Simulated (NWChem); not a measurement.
# GeSiH4O2 (SMILES [OH][Ge][O][SiH3]) at 5 levels

Wanted: a comparison of 5 runs (HF/def2-SVP, PBE0/def2-SVP, SVWN5/def2-SVP, MP2/def2-SVP, CCSD(T)/def2-SVP) of GeSiH4O2. 

Program for the calculation: NWChem 7.3.0.

### Step 1. The structure to begin with

The species is GeSiH4O2 (8 atoms), meant as a singlet with charge 0. SMILES: `[OH][Ge][O][SiH3]`. The Si4–H6 distance was set to 2.674 Å, away from the relaxed value. At this shape a bond of the SMILES string is far longer than usual.

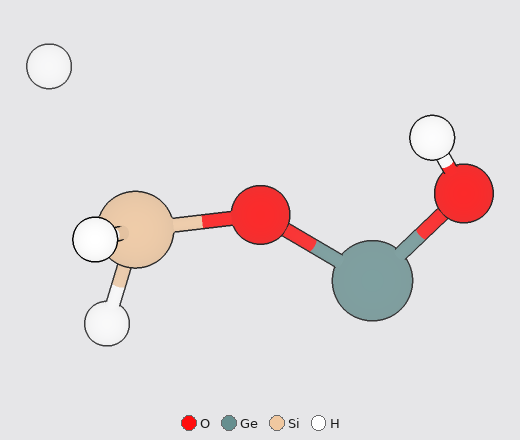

Viewed from a chosen angle; oxygen red, germanium teal, silicon light orange, hydrogen white.

### Step 2. A single-point energy at HF/def2-SVP (run 1)

File geh4o2si.nw:

```
start geh4o2si
title "GeH4O2Si"
memory 2200 mb

geometry units angstroms noautosym nocenter noautoz
 O      2.474780     2.336426     0.650201
 Ge     2.688580     0.733726    -0.080699
 O      1.148980     0.031326     0.531701
 Si     0.349580    -1.397974     0.444101
 H      1.651880     2.408426     1.147301
 H     -2.046000    -1.018000    -0.682500
 H      1.113280    -2.383574    -0.371999
 H      0.163880    -1.949674     1.811001
end

basis spherical bse
 * library def2-SVP
end

scf
 thresh 1e-08
 maxiter 80
 noprint "final vectors analysis"
end

task scf
```

Started as:

```
$ nwchem geh4o2si.nw > geh4o2si.out
```

The log of the run:

```text
[...]
  functions       =    98
[...]
  wavefunction    = RHF
[...]
         Total SCF energy =  -2515.826760034600
      One-electron energy =  -4174.110833253682
      Two-electron energy =   1322.206311420907
 Nuclear repulsion energy =    336.077761798175
        Time for solution =     16.5s
[...]
```

Wall time 18 s (1 thread of AMD EPYC 9R45 (Zen 5), shared host); peak memory 0.099 GiB.

### Step 3. A single-point energy at PBE0/def2-SVP (run 2)

File input.xyz:

```xyz
8
GeH4O2Si
O      2.474780     2.336426     0.650201
Ge     2.688580     0.733726    -0.080699
O      1.148980     0.031326     0.531701
Si     0.349580    -1.397974     0.444101
H      1.651880     2.408426     1.147301
H     -2.046000    -1.018000    -0.682500
H      1.113280    -2.383574    -0.371999
H      0.163880    -1.949674     1.811001
```

File input.nw:

```
start input
title "GeH4O2Si"
memory 2200 mb
charge 0

geometry noautosym nocenter noautoz
  load input.xyz
end

basis spherical bse
  O library def2-SVP
  Ge library def2-SVP
  Si library def2-SVP
  H library def2-SVP
end

dft
  xc pbe0
  grid fine
  convergence energy 1e-08
  maxiter 100
  mulliken
end

task dft energy
```

Started as:

```
$ nwchem input.nw > input.out
```

The log of the run:

```text
[...]
          Wavefunction type:  closed shell.
          No. of atoms     :     8
          No. of electrons :    66
[...]
          Charge           :     0
          Spin multiplicity:     1
[...]
          AO basis - number of functions:    98
[...]
              XC Information
              --------------
                         PBE0 Method XC Functional
                     Hartree-Fock (Exact) Exchange  0.250
          PerdewBurkeErnzerhof Exchange Functional  0.750
            Perdew 1991 LDA Correlation Functional  1.000 local
           PerdewBurkeErnz. Correlation Functional  1.000 non-local
[...]
 d= 0,ls=0.0,diis     1  -2518.1610762331 -2.85D+03  1.78D-02  1.01D+00     1.9
[...]
 d= 0,ls=0.0,diis    11  -2518.2901612163 -2.71D-09  3.38D-07  1.68D-09    15.6
         Total DFT energy =    -2518.290161216345
      One electron energy =    -4174.291613192831
           Coulomb energy =     1437.921624865411
    Exchange-Corr. energy =     -117.997934687100
 Nuclear repulsion energy =      336.077761798175
[...]
      Total Density - Mulliken Population Analysis
     ---------------------------------------------
    Atom       Charge   Shell Charges
 -----------   ------   -------------------------------------------------------
    1 O    8     8.44   1.99  1.08  0.68  2.84  1.85  0.01
    2 Ge  32    31.35   2.00  2.00  1.99  1.43  0.42  6.00  5.97  0.87  0.48  8.11  1.82  0.27
    3 O    8     8.61   1.99  1.07  0.72  2.86  1.97  0.01
    4 Si  14    13.49   2.00  1.98  1.03  0.27  5.93  1.14  0.89  0.25
    5 H    1     0.81   0.67  0.07  0.07
    6 H    1     1.17   0.51  0.66  0.00
    7 H    1     1.07   0.73  0.33  0.01
    8 H    1     1.06   0.73  0.33  0.01
[...]
```

It took 16 s on 1 thread of AMD EPYC 9R45 (Zen 5), shared host; peak memory 0.12 GiB.

Run 3 isn't shown in full; the table further down has it.

### Step 4. A single-point energy at MP2/def2-SVP (run 4)

File m1.xyz:

```xyz
8

O      2.474780     2.336426     0.650201
Ge     2.688580     0.733726    -0.080699
O      1.148980     0.031326     0.531701
Si     0.349580    -1.397974     0.444101
H      1.651880     2.408426     1.147301
H     -2.046000    -1.018000    -0.682500
H      1.113280    -2.383574    -0.371999
H      0.163880    -1.949674     1.811001
```

File run.py:

```python
from ase.io import read
from ase.calculators.nwchem import NWChem

atoms = read('m1.xyz')

calc = NWChem(
    label='m1',
    theory='mp2',
    memory='2200 mb',
    basis='def2-SVP',
    basispar='spherical bse',
    scf={'nopen': '0', 'rhf': None, 'thresh': '1e-08', 'maxiter': '80'},
    mp2={'freeze': 'core 16', 'tight': None},
    task='energy',
)
atoms.calc = calc

print("Total energy (eV):", round(atoms.get_potential_energy(), 6))
```

Started as:

```
$ export ASE_NWCHEM_COMMAND="nwchem PREFIX.nwi > PREFIX.nwo"
$ python run.py
```

The log of the run:

```text
Total energy (eV): -68477.996898
```

The calculator wrote m1.nwi:

```
title "m1"

permanent_dir m1

scratch_dir m1

start m1

geometry units angstrom nocenter noautosym noautoz
  O  2.4747800000000000e+00 2.3364259999999999e+00 6.5020100000000003e-01
  Ge 2.6885800000000000e+00 7.3372599999999999e-01 -8.0699000000000007e-02
  O  1.1489799999999999e+00 3.1326000000000000e-02 5.3170099999999998e-01
  Si 3.4958000000000000e-01 -1.3979740000000000e+00 4.4410100000000002e-01
  H  1.6518800000000000e+00 2.4084260000000000e+00 1.1473009999999999e+00
  H  -2.0459999999999998e+00 -1.0180000000000000e+00 -6.8250000000000000e-01
  H  1.1132800000000000e+00 -2.3835739999999999e+00 -3.7199900000000002e-01
  H  1.6388000000000000e-01 -1.9496739999999999e+00 1.8110010000000001e+00
end

memory 2200 mb

basis spherical bse noprint
   * library def2-SVP
end

scf
  nopen 0
  rhf
  thresh 1e-08
  maxiter 80
end
mp2
  freeze core 16
  tight
end

task mp2 energy
```

m1.nwo:

```text
Northwest Computational Chemistry Package (NWChem) 7.3.0
             --------------------------------------------------------

           Job information
           ---------------

    nwchem branch   = 7.3.0
    use scalapack   = T
    input           = m1.nwi
    prefix          = m1.
    data base       = m1/m1.db
    status          = startup
    nproc           =        1

           Memory information
           ------------------

    heap     =     72089600 doubles =      550.0 Mbytes
    stack    =     72089597 doubles =      550.0 Mbytes
    global   =    144179200 doubles =     1100.0 Mbytes (distinct from heap & stack)
    total    =    288358397 doubles =     2200.0 Mbytes
    verify   = yes
    hardfail = no

           Directory information
           ---------------------

  0 permanent = m1
  0 scratch   = m1

                                NWChem Input Module
                                -------------------

                                        m1
                                        --

[... 119 lines left out ...]
 Convergence threshold     :          1.000E-08
[... 13 lines left out ...]
       Final RHF  results
[... 3 lines left out ...]
      One-electron energy =  -4174.110833253339
[... 1 line left out ...]
 Nuclear repulsion energy =    336.077761798175
[... 51 lines left out ...]
                       ROHF Final Molecular Orbital Analysis
[... 260 lines left out ...]
 Semi-direct pass number   1 of   1  for RHF alpha+beta  at       17.1s
 Done moints_semi at       19.6s
 Done maket at       19.8s
 Done multipass loop at       19.8s

          -------------------------------------------
          SCF energy               -2515.826760034681
          Correlation energy          -0.693230420274
          Singlet pairs               -0.419940219926
          Triplet pairs               -0.273290200348
          Total MP2 energy         -2516.519990454955
          -------------------------------------------

          ---------------------------------------------------
                    Spin Component Scaled (SCS) MP2
          Same spin pairs                     -0.182193466899
          Same spin scaling factor             0.333333333333
          Opposite spin pairs                 -0.511036953375
          Opposite spin scaling fact.          1.200000000000
          SCS-MP2 correlation energy          -0.673975499683
          Total SCS-MP2 energy             -2516.500735534364
          ---------------------------------------------------

 -----------------------
 Task  times  cpu:       19.8s     wall:       19.8s
 Total times  cpu:       19.8s     wall:       19.8s
```

It took 21 s on 1 thread of AMD EPYC 9R45 (Zen 5), shared host; peak memory 0.29 GiB.

### Step 5. The energy at CCSD(T)/def2-SVP (run 5)

File geh4o2si.nw:

```
start geh4o2si
memory total 2200 mb
charge 0

geometry units au noautosym nocenter noautoz
  O   4.67665642  4.41520525  1.22870182
  Ge  5.08067986  1.38654119 -0.15249901
  O   2.17125752  0.05919756  1.00476927
  Si  0.66061046 -2.64178799  0.83922926
  H   3.12160079  4.55126553  2.16808467
  H  -3.86637965 -1.92374119 -1.28973808
  H   2.10379430 -4.50430206 -0.70297623
  H   0.30968832 -3.68434989  3.42229590
end

basis spherical bse
  O library def2-SVP
  Ge library def2-SVP
  Si library def2-SVP
  H library def2-SVP
end

scf
  thresh 1e-08
  maxiter 80
end

ccsd
  freeze core 16
  maxiter 60
end

task ccsd(t) energy
```

Started as:

```
$ nwchem geh4o2si.nw > geh4o2si.out
```

The log of the run:

```text
[...]
  functions       =    98
[...]
  wavefunction    = RHF
[...]
         Total SCF energy =  -2515.826760003215
      One-electron energy =  -4174.110785038351
      Two-electron energy =   1322.206287370670
 Nuclear repulsion energy =    336.077737664466
        Time for solution =     16.7s
[...]
 Total MP2 energy:          -2516.519990439323465
[...]
             energy      energy      error      ampl     ampl      Block
                                                time     time      time
[...]
 Total CCSD energy:          -2516.555910427835443
[...]
 Total CCSD+T(CCSD) energy:          -2516.581088384448321
[...]
 Total CCSD(T) energy:               -2516.578502332225071
[...]
```

Run time: 3.1 min. Hardware: 1 thread of AMD EPYC 9R45 (Zen 5), shared host; peak memory 0.32 GiB.

### Step 6. All runs side by side

```csv
run,level,iteration cap,module,energy (Eh),dipole moment (D),wall time
1,HF/def2-SVP,80,scf,-2515.826760,2.80,18 s
2,PBE0/def2-SVP,100,dft,-2518.290161,2.11,16 s
3,SVWN5/def2-SVP,100,dft,-2513.454082,1.72,13 s
4,MP2/def2-SVP,80,mp2,-2516.519990,–,21 s
5,CCSD(T)/def2-SVP,80,ccsd(t),-2516.578502,–,3.1 min
```

### Step 7. Summary of results

| quantity | value |
| --- | --- |
| run 5: total energy | -2516.57850 Eh |
| run 5: HOMO energy (Hartree–Fock orbitals) | -8.91 eV |
| run 5: LUMO energy (Hartree–Fock orbitals) | 0.78 eV |
| run 5: HOMO–LUMO gap (Hartree–Fock orbitals) | 9.69 eV |
| run 5: correlation energy (16 core orbitals frozen) | -751.7 mEh |
| run 5: (T) correction | -22.59 mEh |

In words: Below the HF energy at the same shape and in the same basis (def2-SVP): MP2 -693.2 mEh; CCSD(T) -751.7 mEh. Over runs 1, 2, 3 the dipole moment (its size) runs from 1.72 D (SVWN5/def2-SVP) to 2.80 D (HF/def2-SVP). Totals of different functionals can't be ranked against each other. In runs 1, 2, 3, 4, 5 a closed-shell determinant meets a far-stretched bond, which it describes badly. All runs together took 4.3 min, the longest 3.1 min.
